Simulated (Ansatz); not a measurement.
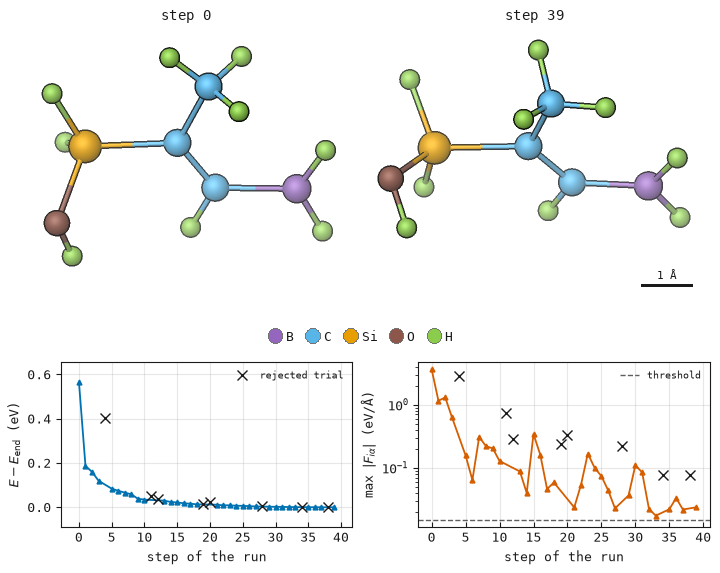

First and last geometry of a relaxation of C3H9BOSi, with the history of the run. Style: ball-and-stick. Shown at a tilt.

The run prepares an end point of a later path (torsion) calculation, from a guessed geometry.

All numbers below come from Ansatz 0.2.0, RKS PBE-D4/STO-3G.

The input:
```yaml
crystal:
  periodic: [false, false, false]
  atoms:
    - { symbol: B, position_ang: [-0.5364, -2.0785, 1.2532] }
    - { symbol: C, position_ang: [-0.8009, -0.6341, 0.5574] }
    - { symbol: C, position_ang: [0.0966, 0.0065, -0.2003] }
    - { symbol: C, position_ang: [1.5702, -0.5623, -0.4573] }
    - { symbol: Si, position_ang: [-0.2971, 1.6508, -0.9344] }
    - { symbol: O, position_ang: [-0.6309, 2.792, 0.3413] }
    - { symbol: H, position_ang: [-1.4331, -2.5078, 1.8797] }
    - { symbol: H, position_ang: [0.4706, -2.6081, 1.1295] }
    - { symbol: H, position_ang: [-1.7637, -0.1525, 0.7575] }
    - { symbol: H, position_ang: [1.4012, -1.5427, -0.96] }
    - { symbol: H, position_ang: [2.094, 0.1063, -1.0663] }
    - { symbol: H, position_ang: [2.0553, -0.7171, 0.5214] }
    - { symbol: H, position_ang: [0.7719, 2.1881, -1.7416] }
    - { symbol: H, position_ang: [-1.5099, 1.5295, -1.7589] }
    - { symbol: H, position_ang: [-1.5097, 2.4791, 0.7083] }
basis:
  gaussian: { orbitals: STO-3G }
hamiltonian:
  xc: pbe
  dispersion: d4
relax:
  f_tol: 0.015
  max_steps: 40
```

Command:
```bash
ansatz run input.yaml --threads 1 --pin off --max-ram 2048MiB --backend cpu --events-out ev --progress --plain --runs-dir out
```

Q: Did the run converge, and what did it change?

A: The relaxation stopped without meeting its thresholds, so the last structure isn't shown to be converged. It used up its limit of 40 steps. Over 31 accepted moves (39 points after the start) the energy falls by 0.567 eV. Largest force component: 3.6 eV/Å at the start, 0.024 eV/Å at the end. The line search rejected the trial steps at points 4, 11, 12, 19, 20, 28, 34, 38 of the run. H11 moves most after the best rigid fit: 1.40 Å. By element the largest moves are H 1.40 Å, O 1.03 Å, C 0.39 Å, Si 0.30 Å, B 0.16 Å. Near-neighbour distances that change, for instance: B1–C2 1.625 → 1.530 Å, C3–C4 1.600 → 1.535 Å, C4–H11 1.045 → 1.110 Å, C3–Si5 1.843 → 1.899 Å. Bond angles that change, for instance: H7–B1–H8 124.1° → 118.3°, C3–C4–H10 104.2° → 109.9°, O6–Si5–H14 107.8° → 113.3°. Groups turn about C3–C4 by about 55°, C3–Si5 by about 55°.

Limits of the set-up: STO-3G is a minimal basis, so the numbers are rough.
